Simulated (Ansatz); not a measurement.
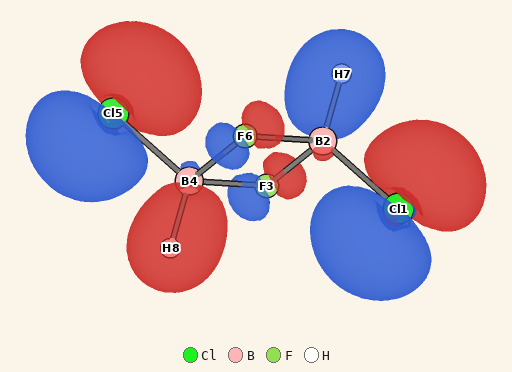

B$_{2}$Cl$_{2}$F$_{2}$H$_{2}$ (SMILES Cl[BH-]1[F+][BH-](Cl)[F+]1). The HOMO at ±0.1 Å⁻³ᐟ² (blue and red are the two phases), seen at a tilt.

Geometry: PBE0-D4/def2-TZVP.

Level of theory: RKS PBE0-D4/def2-TZVPP (Ansatz).

Input

```
crystal:
  periodic: [false, false, false]
  atoms:
    - {symbol: Cl, position_ang: [0.679831, -1.889094, 1.508692]}
    - {symbol: B, position_ang: [0.854580, -0.399237, 0.596814]}
    - {symbol: F, position_ang: [0.329465, -0.553773, -0.842027]}
    - {symbol: B, position_ang: [-0.854533, 0.399278, -0.596799]}
    - {symbol: Cl, position_ang: [-0.680479, 1.889037, -1.508931]}
    - {symbol: F, position_ang: [-0.329158, 0.554148, 0.841929]}
    - {symbol: H, position_ang: [1.879214, 0.194293, 0.607101]}
    - {symbol: H, position_ang: [-1.878929, -0.194661, -0.606779]}
basis:
  gaussian: {orbitals: def2-TZVPP}
hamiltonian: {xc: pbe0, dispersion: d4}
output: {orbitals: {seedname: orbitals}}
```

Command:

```sh
ansatz run in.yaml --threads 4 --pin off --events-out ev --progress --plain --max-ram 10444MiB
```

### Where does this orbital lie, and at what energy?

It lies mainly on Cl1 (about 35 %) and Cl5 (about 35 %); it is ungerade (odd under inversion); largely a combination of lone pairs on Cl1 and Cl5. Its energy is −9.24 eV.
